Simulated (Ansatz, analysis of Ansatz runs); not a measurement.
# SrLa2S4 (I-42d), nudged elastic band: H turning about S (q = +1)

Aim: the barrier of one jump in SrLa2S4 (I-42d) at charge +1: H turning about S. The model is a cell of 112 host atoms with 1 H put in; H is the atom that moves.

Program: Ansatz 0.2.0. Level of theory: plane-wave PAW DFT, PBEsol; nudged elastic band between two relaxed defect structures at fixed charge in a uniform background. Results are calculated unless marked as measured.

## 1. Set-up

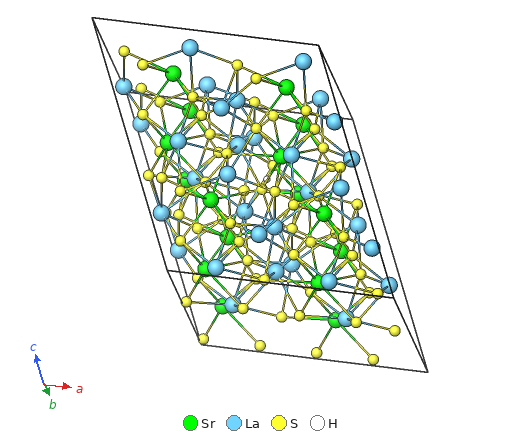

The cell as given, from a free direction (strontium green, lanthanum blue, sulfur yellow, hydrogen white).

The cell holds 113 atoms: 16 Sr, 32 La, 64 S and 1 H. Its edges and angles: a = 15.020 Å, b = 15.020 Å, c = 15.020 Å, α = 109.4°, β = 109.4°, γ = 109.7°. It derives from SrLa2S4 (space group I-42d). Nearest the centre at fractional (0.470, 0.476, 0.610): S26 at 0.73 Å, H113 at 1.11 Å, La47 at 2.36 Å, La104 at 2.81 Å, S112 at 2.89 Å, S9 at 2.94 Å, La18 at 3.13 Å, Sr15 at 3.20 Å. The cell carries charge +1.

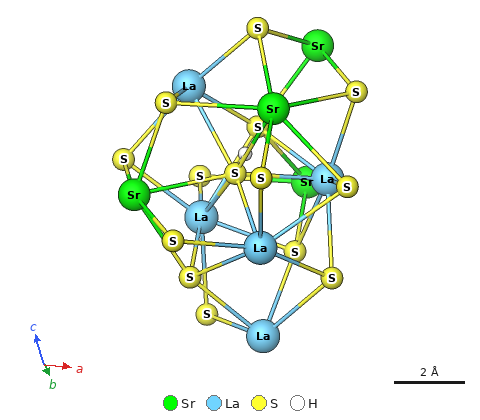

The atoms within 5 Å of the centre.

The cell's shortest repeat is 15.0 Å.

## 2. Relaxation of the start point, charge +1

A barrier is counted from a minimum, so both ends are relaxed first. Small random displacements break the symmetry of the ideal sites, so that the defect can distort if it gains by it. The charge of +1 is set by the electron count, and a uniform background keeps the cell neutral.

qp1_c112k1s.start/input.yaml

```yaml
crystal:
  lattice:
    - [-8.68134836, 8.68134836, 8.65211018]
    - [8.68134836, -8.68134836, 8.65211018]
    - [8.68134836, 8.68134836, -8.65211018]
  atoms:
    - { symbol: Sr, position: [0.25, 0.25, 0.0] }
    - { symbol: Sr, position: [0.125, 0.375, 0.25] }
    - { symbol: La, position: [0.00218951, 0.3125, 0.43968951] }
    - { symbol: La, position: [0.4375, 0.49781049, 0.31031049] }
[... 1 atom line left out ...]
    - { symbol: La, position: [0.1875, 0.12718951, 0.18968951] }
[... 1 atom line left out ...]
    - { symbol: S, position: [0.38665749, 0.26119461, 0.20235561] }
    - { symbol: S, position: [0.316161, 0.36380539, 0.37546288] }
[... 1 atom line left out ...]
    - { symbol: S, position: [0.13619461, 0.01165749, 0.45235561] }
[... 1 atom line left out ...]
    - { symbol: S, position: [0.31569812, 0.11334251, 0.37453712] }
    - { symbol: S, position: [0.058839, 0.18430188, 0.29764439] }
    - { symbol: Sr, position: [0.25, 0.25, 0.5] }
    - { symbol: Sr, position: [0.125, 0.375, 0.75] }
[... 1 atom line left out ...]
    - { symbol: La, position: [0.4375, 0.49781049, 0.81031049] }
    - { symbol: La, position: [0.37281049, 0.0625, 0.56031049] }
[... 1 atom line left out ...]
    - { symbol: S, position: [0.05930188, 0.183839, 0.54764439] }
    - { symbol: S, position: [0.38665749, 0.26119461, 0.70235561] }
    - { symbol: S, position: [0.316161, 0.36380539, 0.87546288] }
    - { symbol: S, position: [0.23880539, 0.441161, 0.62546288] }
[... 1 atom line left out ...]
    - { symbol: S, position: [0.48834251, 0.44069812, 0.62453712] }
[... 12 atom lines left out ...]
    - { symbol: S, position: [0.13619461, 0.51165749, 0.45235561] }
[... 1 atom line left out ...]
    - { symbol: S, position: [0.31569812, 0.61334251, 0.37453712] }
[... 5 atom lines left out ...]
    - { symbol: La, position: [0.37281049, 0.5625, 0.56031049] }
    - { symbol: La, position: [0.1875, 0.62718951, 0.68968951] }
[... 1 atom line left out ...]
    - { symbol: S, position: [0.38665749, 0.76119461, 0.70235561] }
[... 4 atom lines left out ...]
    - { symbol: S, position: [0.31569812, 0.61334251, 0.87453712] }
[... 3 atom lines left out ...]
    - { symbol: La, position: [0.50218951, 0.3125, 0.43968951] }
[... 10 atom lines left out ...]
    - { symbol: S, position: [0.558839, 0.18430188, 0.29764439] }
[... 1 atom line left out ...]
    - { symbol: Sr, position: [0.625, 0.375, 0.75] }
    - { symbol: La, position: [0.50218951, 0.3125, 0.93968951] }
[... 3 atom lines left out ...]
    - { symbol: S, position: [0.55930188, 0.183839, 0.54764439] }
[... 2 atom lines left out ...]
    - { symbol: S, position: [0.73880539, 0.441161, 0.62546288] }
[... 4 atom lines left out ...]
    - { symbol: Sr, position: [0.75, 0.75, 0.0] }
[... 5 atom lines left out ...]
    - { symbol: S, position: [0.55930188, 0.683839, 0.04764439] }
[... 3 atom lines left out ...]
    - { symbol: S, position: [0.63619461, 0.51165749, 0.45235561] }
[... 3 atom lines left out ...]
    - { symbol: Sr, position: [0.75, 0.75, 0.5] }
    - { symbol: Sr, position: [0.625, 0.875, 0.75] }
    - { symbol: La, position: [0.50218951, 0.8125, 0.93968951] }
[... 1 atom line left out ...]
    - { symbol: La, position: [0.87281049, 0.5625, 0.56031049] }
    - { symbol: La, position: [0.6875, 0.62718951, 0.68968951] }
    - { symbol: S, position: [0.55930188, 0.683839, 0.54764439] }
    - { symbol: S, position: [0.88665749, 0.76119461, 0.70235561] }
    - { symbol: S, position: [0.816161, 0.86380539, 0.87546288] }
[... 1 atom line left out ...]
    - { symbol: S, position: [0.63619461, 0.51165749, 0.95235561] }
[... 1 atom line left out ...]
    - { symbol: S, position: [0.81569812, 0.61334251, 0.87453712] }
    - { symbol: S, position: [0.558839, 0.68430188, 0.79764439] }
    - { symbol: H, position: [0.518796, 0.540654, 0.696551] }
total_charge: 1
basis:
  ecutwfc: 420
  xc_grid: 2
hamiltonian:
  xc: pbesol
kpoints:
  mp_grid: { grid: [1, 1, 1], shift: [0.25, 0.25, 0.25] }
scf:
  occupations: { method: fixed }
  max_iter: 120
output:
  forces: true
relax:
  f_tol: 0.02
  max_steps: 70
  random_displacement: { amplitude: 0.03, seed: 631 }
```

Run with:

```bash
$ ansatz run input.yaml --threads 32 --pin off --max-ram 84787MiB --backend cuda --events-out ev --progress --plain --runs-dir out --max-vram 78GiB
```

Numbers of over 12 decimals in the logs are rounded to 6 here.

Log:

```text
[... repeated set-up lines and file paths are left out, and long positions are rounded to six places ...]
The last accepted step is kept in <dir> (removed where the run ends without a failure and the disk answers)
Engine: ansatz 0.2.0, aarch64-unknown-linux-gnu
Pseudopotentials: kind: paw
Pseudopotential: Sr, paw, valence charge 10, recommended cutoff 420 eV (normal), Sr.paw.azcp
Pseudopotential: La, paw, valence charge 11, recommended cutoff 420 eV (normal), La.paw.azcp
Pseudopotential: S, paw, valence charge 6, recommended cutoff 420 eV (normal), S.paw.azcp
Pseudopotential: H, paw, valence charge 1, recommended cutoff 420 eV (normal), H.paw.azcp
Functional definition: PBEsol
  exchange = pbesol_x
  correlation = pbesol_c
[...]
Crystal: 113 atoms, lattice volume = 2608.293 Å³
Basis set: ecut = 420 eV, 50805 PW (Γ), exchange–correlation on 216×216×216 points (8 copies of the dense FFT grid, shifted against one another)
Bands: 561, of which v1, the nominal top of the filled ones, is band 448 counted from 1 (447 counted from 0)
Symmetry: 1 space group operations
k-points: 1
Non-local potential: Sr, projectors of the file, l = 0: 3, l = 1: 2, l = 2: 2
Non-local potential: La, projectors of the file, l = 0: 3, l = 1: 2, l = 2: 2, l = 3: 3
Non-local potential: S, projectors of the file, l = 0: 2, l = 1: 2, l = 2: 2
Non-local potential: H, projectors of the file, l = 0: 2, l = 1: 1
PAW form: soft (Blöchl's): semilocal exchange-correlation on the pseudo side does not see the compensation charge
PAW frozen core: Sr, regenerated for the run's functional, and the local potential with it (the file was generated under x = pbe(κ = 0.804, μ = 0.219515), c = pbe(β = 0.066725))
PAW frozen core: La, regenerated for the run's functional, and the local potential with it (the file was generated under x = pbe(κ = 0.804, μ = 0.219515), c = pbe(β = 0.066725))
PAW frozen core: S, regenerated for the run's functional, and the local potential with it (the file was generated under x = pbe(κ = 0.804, μ = 0.219515), c = pbe(β = 0.066725))
PAW one-centre angular grid: Sr, 110 points (default); XC on 64 Gauss nodes
PAW one-centre angular grid: La, 590 points (default); XC on 64 Gauss nodes
PAW one-centre angular grid: S, 110 points (default); XC on 64 Gauss nodes
PAW one-centre angular grid: H, 110 points (default); XC on 64 Gauss nodes
Initial density: superposition of atomic densities (neutral atoms scaled as one to the charged cell's electrons: chi_scale 0, normalization atom), corrected by the library's trained network
Initial wavefunctions: pseudopotential atomic-orbital guess
[...]
Functional: x = pbesol(κ = 0.804, μ = 0.123457), c = pbesol(β = 0.046)
SCF iter   1: F=—  HF=-309946.114856 eV  |F-HF|=—  |Δ(HF+E_count)|=         —  Δρ=5.57e-3  dr2=1.25e0  ethr=1.77e-3  ⟨swp⟩=6.0  Hψ=2155  notcnv=0  defer=108
preconditioner: auto → Resta (q_TF=auto, 2.283 Å⁻¹)  ε∞=4.4  [insulator: Δε(μ)=2.328 eV  Ē_g=11.107 eV  n_scr=530 (ndim 8)  ℏωp=20.6 eV  f_vac=0.000  ε∞_Penn≈4.4]
SCF iter   2: F=—  HF=-309945.899992 eV  |F-HF|=—  |Δ(HF+E_count)|=   2.15e-1  Δρ=2.10e-3  dr2=1.10e-1  ethr=1.40e-4  ⟨swp⟩=4.0  Hψ=862  notcnv=0  defer=111
[...]
SCF iter   6: F=-309945.899986 eV  HF=-309945.899989 eV  |F-HF|=2.93e-6  |Δ(HF+E_count)|=   2.34e-7  Δρ=1.37e-5  dr2=9.38e-6  ethr=1.12e-9  ⟨swp⟩=3.0  Hψ=2109  notcnv=0
SCF 1 converged in 6 iterations: F = -309945.899986 eV  dr2 = 9.38e-6
  greatest PAW one-centre occupation: 0.986 electrons in one spin orbital (limit 2), on the Sr atom at site 71 (counted from 0), in its partial waves of l = 0
relax step   1: F+E_penalty+E_count = -309945.89998619 eV  Δ(F+E_penalty+E_count) = +0.000e0 eV  max|allowed force component| = 1.973e0 eV/Å  Δτ_max = 0.0000 Å  (6 SCF iters, dr2 threshold 1.00e-5 eV, accepted)
[... the SCF cycles and remarks between the steps are left out from here to the last step ...]
relax step   2: F+E_penalty+E_count = -309946.39680537 eV  Δ(F+E_penalty+E_count) = -4.968e-1 eV  max|allowed force component| = 1.025e0 eV/Å  Δτ_max = 0.1948 Å  (5 SCF iters, dr2 threshold 1.00e-4 eV, accepted)
relax step   3: F+E_penalty+E_count = -309946.61431495 eV  Δ(F+E_penalty+E_count) = -2.175e-1 eV  max|allowed force component| = 5.391e-1 eV/Å  Δτ_max = 0.2000 Å  (5 SCF iters, dr2 threshold 6.57e-5 eV, accepted)
relax step   4: F+E_penalty+E_count = -309946.65747495 eV  Δ(F+E_penalty+E_count) = -4.316e-2 eV  max|allowed force component| = 2.328e-1 eV/Å  Δτ_max = 0.1463 Å  (5 SCF iters, dr2 threshold 7.85e-5 eV, accepted)
relax step   5: F+E_penalty+E_count = -309946.66624972 eV  Δ(F+E_penalty+E_count) = -8.775e-3 eV  max|allowed force component| = 2.241e-2 eV/Å  Δτ_max = 0.0254 Å  (4 SCF iters, dr2 threshold 1.01e-5 eV, accepted)
[...]
SCF 6 converged in 5 iterations: F = -309946.666971 eV  dr2 = 3.56e-8
relax step   6: F+E_penalty+E_count = -309946.66697135 eV  Δ(F+E_penalty+E_count) = -7.216e-4 eV  max|allowed force component| = 5.627e-3 eV/Å  Δτ_max = 0.0093 Å  (5 SCF iters, accepted)
SCF converged after 5 iterations
[...]
- { symbol: S, position: [0.059170, 0.684077, 0.797386] }
    - { symbol: Sr, position: [0.750015, 0.249523, -0.000351] }
    - { symbol: Sr, position: [0.625624, 0.374907, 0.249229] }
    - { symbol: La, position: [0.503840, 0.310525, 0.436709] }
    - { symbol: La, position: [0.937473, 0.497379, 0.309258] }
    - { symbol: La, position: [0.872272, 0.061437, 0.059433] }
    - { symbol: La, position: [0.688217, 0.127117, 0.189536] }
    - { symbol: S, position: [0.559455, 0.182988, 0.047182] }
    - { symbol: S, position: [0.886713, 0.260490, 0.201827] }
    - { symbol: S, position: [0.816360, 0.362919, 0.374628] }
    - { symbol: S, position: [0.738237, 0.440876, 0.124643] }
    - { symbol: S, position: [0.636180, 0.012150, 0.452913] }
    - { symbol: S, position: [0.987950, 0.440621, 0.124539] }
    - { symbol: S, position: [0.815624, 0.112621, 0.373953] }
    - { symbol: S, position: [0.559169, 0.183973, 0.297312] }
    - { symbol: Sr, position: [0.750764, 0.249719, 0.500045] }
    - { symbol: Sr, position: [0.626832, 0.375162, 0.752172] }
    - { symbol: La, position: [0.502462, 0.311790, 0.940443] }
    - { symbol: La, position: [0.937700, 0.497858, 0.810229] }
    - { symbol: La, position: [0.872760, 0.062382, 0.560287] }
    - { symbol: La, position: [0.687568, 0.127417, 0.689558] }
    - { symbol: S, position: [0.559626, 0.185258, 0.547898] }
    - { symbol: S, position: [0.886787, 0.261455, 0.702647] }
    - { symbol: S, position: [0.816677, 0.363817, 0.875694] }
    - { symbol: S, position: [0.738907, 0.441363, 0.624493] }
    - { symbol: S, position: [0.635705, 0.009749, 0.951628] }
    - { symbol: S, position: [0.988555, 0.440679, 0.624239] }
    - { symbol: S, position: [0.815589, 0.112770, 0.874134] }
    - { symbol: S, position: [0.558674, 0.184446, 0.797434] }
    - { symbol: Sr, position: [0.751847, 0.749582, 0.001560] }
    - { symbol: Sr, position: [0.625182, 0.875037, 0.250941] }
    - { symbol: La, position: [0.502076, 0.812684, 0.439759] }
    - { symbol: La, position: [0.936992, 0.997355, 0.310055] }
    - { symbol: La, position: [0.872904, 0.562389, 0.060431] }
    - { symbol: La, position: [0.687215, 0.626896, 0.189732] }
    - { symbol: S, position: [0.557989, 0.683392, 0.047452] }
    - { symbol: S, position: [0.886737, 0.760944, 0.202774] }
    - { symbol: S, position: [0.816049, 0.863310, 0.375242] }
    - { symbol: S, position: [0.737500, 0.939507, 0.124288] }
    - { symbol: S, position: [0.637395, 0.511764, 0.452055] }
    - { symbol: S, position: [0.987842, 0.940315, 0.124133] }
    - { symbol: S, position: [0.816251, 0.612884, 0.374206] }
    - { symbol: S, position: [0.558414, 0.684088, 0.297785] }
    - { symbol: Sr, position: [0.750569, 0.750543, 0.498841] }
    - { symbol: Sr, position: [0.625762, 0.876260, 0.748490] }
    - { symbol: La, position: [0.501074, 0.814226, 0.943200] }
    - { symbol: La, position: [0.937950, 0.997995, 0.810120] }
    - { symbol: La, position: [0.874644, 0.561639, 0.558847] }
    - { symbol: La, position: [0.695834, 0.629854, 0.686828] }
    - { symbol: S, position: [0.558869, 0.682515, 0.547986] }
    - { symbol: S, position: [0.889778, 0.762045, 0.701456] }
    - { symbol: S, position: [0.815401, 0.862072, 0.873621] }
    - { symbol: S, position: [0.738461, 0.940694, 0.624934] }
    - { symbol: S, position: [0.634806, 0.511723, 0.951843] }
    - { symbol: S, position: [0.988289, 0.940777, 0.624322] }
    - { symbol: S, position: [0.814967, 0.613012, 0.872959] }
    - { symbol: S, position: [0.559136, 0.682238, 0.797168] }
    - { symbol: H, position: [0.530771, 0.562320, 0.718276] }
```

Elapsed: 8.3 s, on 1 × NVIDIA GB200 with 32 threads of Arm Neoverse V2, shared host; peak memory 1.7 GiB.

Step by step:

| step | energy less that of the first step (eV) | largest force component (eV/Å) |
| --- | --- | --- |
| 1 | 0.0000 | 1.9729 |
| 2 | -0.4968 | 1.0254 |
| 3 | -0.7143 | 0.5391 |
| 4 | -0.7575 | 0.2328 |
| 5 | -0.7663 | 0.0224 |
| 6 | -0.7670 | 0.0056 |

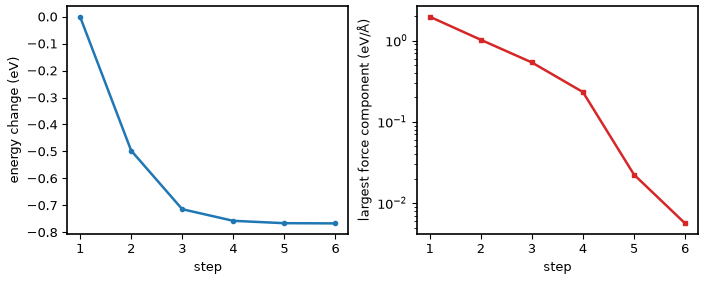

Energy and largest force along the relaxation.

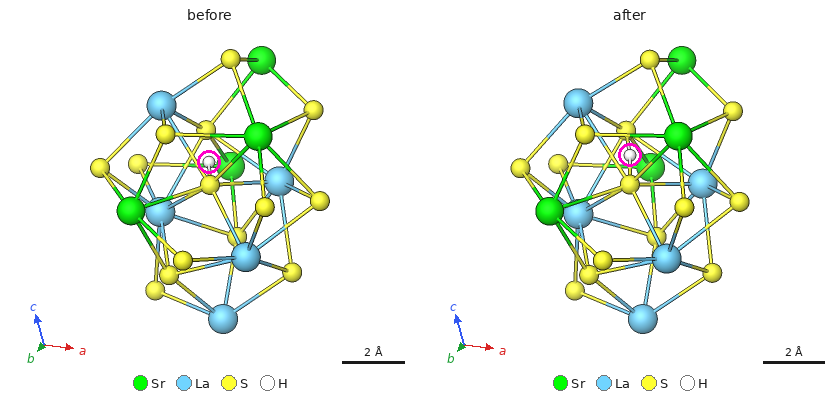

Before and after: the atoms that start within 5 Å of the centre. H113, which moves most, is ringed if it is among them.

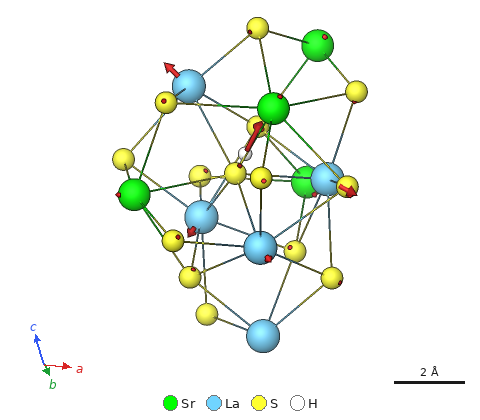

Displacements in the relaxation from the typed sites near the centre, exaggerated, the mean shift taken out; the longest in the cell stands for 0.31 Å.

The atoms that moved most (Å, from the sites as typed, ahead of the random displacement, the mean shift of all atoms taken out):

| atom | dx | dy | dz | length |
| --- | --- | --- | --- | --- |
| H113 | 0.271 | 0.102 | 0.103 | 0.308 |
| La104 | -0.076 | 0.022 | 0.120 | 0.144 |
| La18 | 0.071 | 0.022 | -0.122 | 0.143 |
| La47 | -0.003 | -0.091 | -0.001 | 0.092 |
| La59 | -0.059 | 0.003 | 0.023 | 0.063 |
| La101 | 0.054 | 0.003 | -0.025 | 0.059 |
| S106 | -0.029 | 0.009 | 0.042 | 0.052 |
| S23 | 0.024 | 0.010 | -0.044 | 0.051 |

Neighbours of H113 at the end:

| atom | distance (Å) |
| --- | --- |
| S26 | 1.600 |
| S112 | 1.601 |
| La18 | 2.608 |
| La104 | 2.608 |
| La47 | 2.833 |
| S24 | 3.639 |
| S105 | 3.640 |
| Sr72 | 3.665 |
| Sr85 | 3.666 |

This step gave:

```
free energy                                                                                       : -309946.6670 eV
r.m.s. move of the farther half of the atoms                                                      : 0.01201 Å
largest move from the ideal geometry of this structure, a common shift of the far atoms taken out : 0.3105 Å
```

The relaxation gained 0.767 eV and ended with a largest force component of 0.0056 eV/Å.

(Part 1 of 4 ends here.)

[Logs are printed without paths, hosts, clocks, repeated set-up lines and the standing remarks that a program may print on its own settings, such as how far it seeks lower states.]

[Hosts, paths, dates, database ids (printed as entryN), source tags and the programs' standing remarks are cut or masked in the printed files.]
